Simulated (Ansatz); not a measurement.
## Electronic structure of BGe₁₈H₂₈ (doublet) in real space

```yaml
atoms:
  - { symbol: Ge, position_ang: [-3.5282, -0.6282, -2.0089] }
  - { symbol: Ge, position_ang: [-3.5199, 2.0252, 0.6200] }
  - { symbol: Ge, position_ang: [-0.9012, -3.4615, -1.5288] }
  - { symbol: B, position_ang: [-0.8270, -0.6294, 0.6284] }
  - { symbol: Ge, position_ang: [2.0004, -3.4369, 0.7591] }
  - { symbol: Ge, position_ang: [2.0211, -0.6693, -2.0428] }
  - { symbol: Ge, position_ang: [1.9945, -0.7615, 3.4394] }
  - { symbol: Ge, position_ang: [-0.7167, 2.0815, -2.0901] }
  - { symbol: Ge, position_ang: [2.0132, 2.0463, 0.6724] }
  - { symbol: Ge, position_ang: [-0.9092, 1.5258, 3.4605] }
  - { symbol: Ge, position_ang: [-2.4325, -2.4781, -3.1220] }
  - { symbol: Ge, position_ang: [-1.9506, 0.6001, -0.6005] }
  - { symbol: Ge, position_ang: [-2.4239, 3.1324, 2.4736] }
  - { symbol: Ge, position_ang: [0.7251, 0.7545, -3.5266] }
  - { symbol: Ge, position_ang: [0.6002, -1.8197, -0.4282] }
  - { symbol: Ge, position_ang: [0.5959, 0.4277, 1.8223] }
  - { symbol: Ge, position_ang: [3.4392, -2.4116, 2.4147] }
  - { symbol: Ge, position_ang: [3.5010, 0.8062, -0.7987] }
  - { symbol: Ge, position_ang: [0.7216, 3.5225, -0.7637] }
  - { symbol: H, position_ang: [-4.1930, 0.3206, -3.0271] }
  - { symbol: H, position_ang: [-4.6442, -1.2247, -1.1263] }
  - { symbol: H, position_ang: [-4.6465, 1.1531, 1.2123] }
  - { symbol: H, position_ang: [-4.1701, 3.0466, -0.3352] }
  - { symbol: H, position_ang: [-1.6810, -4.1549, -0.3942] }
  - { symbol: H, position_ang: [0.0433, -4.5073, -2.1644] }
  - { symbol: H, position_ang: [-1.5067, -1.3450, 1.3395] }
  - { symbol: H, position_ang: [1.0693, -4.4392, 1.4743] }
  - { symbol: H, position_ang: [2.8010, -4.2218, -0.3007] }
  - { symbol: H, position_ang: [2.8278, -1.7352, -2.8186] }
  - { symbol: H, position_ang: [1.0595, -1.4829, 4.4332] }
  - { symbol: H, position_ang: [2.7898, 0.2956, 4.2329] }
  - { symbol: H, position_ang: [-1.6903, 2.9280, -2.9405] }
  - { symbol: H, position_ang: [2.8152, 2.8282, 1.7373] }
  - { symbol: H, position_ang: [-1.7005, 0.3919, 4.1421] }
  - { symbol: H, position_ang: [0.0304, 2.1510, 4.5174] }
  - { symbol: H, position_ang: [-3.4493, -3.5579, -3.5496] }
  - { symbol: H, position_ang: [-1.6494, -2.0284, -4.3659] }
  - { symbol: H, position_ang: [-3.4424, 3.5657, 3.5493] }
  - { symbol: H, position_ang: [-1.6311, 4.3714, 2.0270] }
  - { symbol: H, position_ang: [-0.0999, -0.0854, -4.5199] }
  - { symbol: H, position_ang: [1.6828, 1.6491, -4.3411] }
  - { symbol: H, position_ang: [4.6445, -1.7352, 1.7414] }
  - { symbol: H, position_ang: [3.9671, -3.4364, 3.4385] }
  - { symbol: H, position_ang: [4.5503, 0.0114, 0.0002] }
  - { symbol: H, position_ang: [4.2436, 1.7633, -1.7536] }
  - { symbol: H, position_ang: [-0.1069, 4.5188, 0.0687] }
  - { symbol: H, position_ang: [1.6836, 4.3337, -1.6570] }
```

Geometry: r2SCAN-D4/def2-SVP.

All numbers below come from UKS PBE0-D4/def2-TZVP in Ansatz.

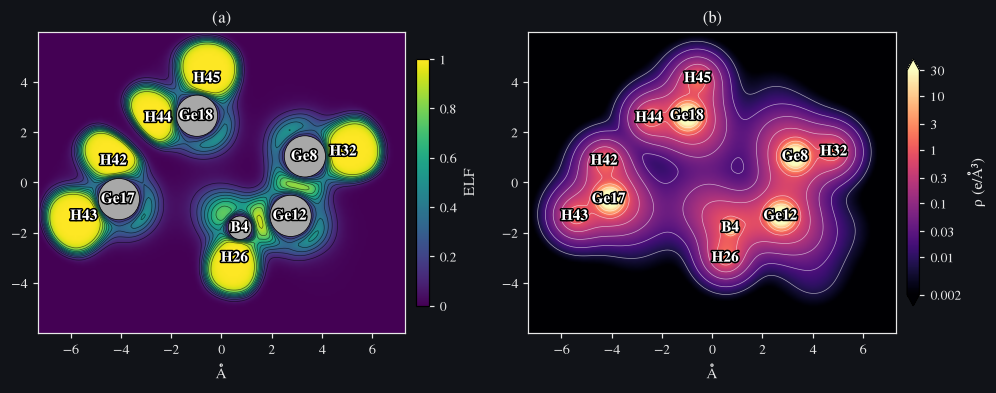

Figure 1. (a) electron localisation function; (b) electron density on the plane of atoms H42, Ge17 and H43. Grey discs cover the atomic cores in the ELF map.

> Read the bonding off the picture.

- The section cuts through B, Ge and H sites.
- Ge–B (2.07 Å): ρ is about 0.72 e/Å³ halfway; the ELF peaks at about 0.90 between the atoms (a covalent bond).
- Ge–Ge (2.44 Å): ρ at the midpoint is about 0.55 e/Å³; the ELF peaks at about 0.85 between the atoms, as expected for a covalent bond.
- B–H (1.22 Å): ρ at the midpoint is about 1.2 e/Å³; the ELF climbs to about 1 towards the hydrogen, as it does in any bond to H (a covalent bond by its length).
- Ge–H (1.55 Å): ρ is about 1 e/Å³ halfway; the ELF climbs to about 1 towards the hydrogen.

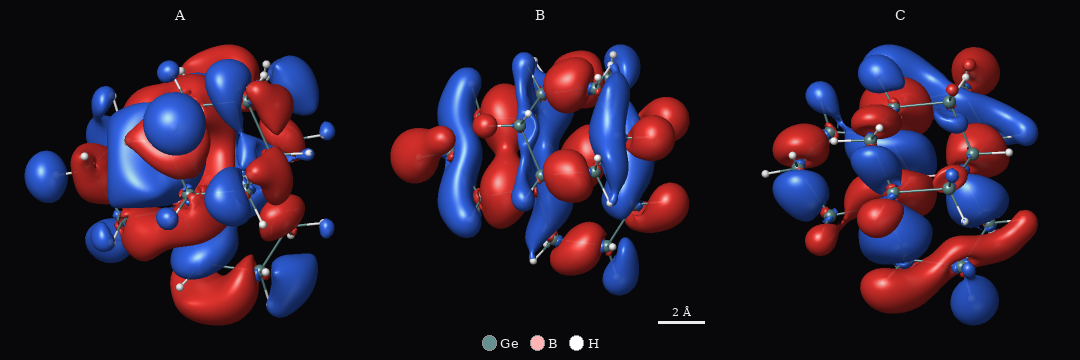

Figure 2. Three frontier orbitals at ±0.03 Å⁻³ᐟ² (red and blue are the two phases), in no order.

> Which picture is the HOMO−1, the HOMO and the LUMO? All are α orbitals.

B is the HOMO−1 (α) (−6.83 eV). Its weight (Hirshfeld) is mainly on Ge12 (about 10 %), Ge7 (about 10 %), Ge5 (about 10 %), Ge16 (about 10 %), Ge15 (about 10 %) and B4 (about 10 %). C is the HOMO (α) (−6.33 eV). By Hirshfeld shares it lies mainly on Ge16 (about 15 %), Ge15 (about 15 %), B4 (about 10 %), Ge3 (about 10 %) and Ge10 (about 10 %). A is the LUMO (α) (−1.27 eV). No atom holds more than about 15 % of it (Hirshfeld); by element the shares are Ge 85 % and H 15 %.

> What is the gap between the highest occupied and lowest empty α orbitals?

5.06 eV between the orbital energies.
